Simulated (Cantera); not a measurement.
Charge: 1 mol CaCO3, 1.3 mol H2, at 1000 K.

Equilibrium computed with Cantera from the NASA thermochemical tables; the gas is ideal and each condensed phase is pure. Candidate condensed phases: C, C6H6, C7H8, C8H18, Ca, CaCO3, CaO, Ca(OH)2, H2O; 115 gas species. Rates play no part.

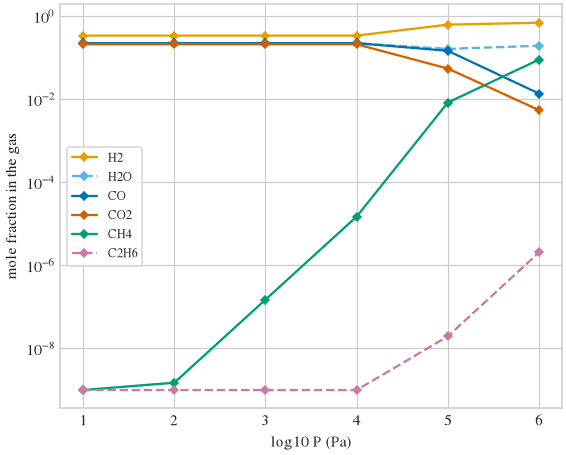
Figure: Equilibrium gas composition (values under 1e-9 drawn at 1e-9)

From 10.0 Pa to 0.100 bar the condensed part is CaO(s). From 1.00 bar to 10.0 bar the condensed part is CaCO3(calcite) + CaO(s).
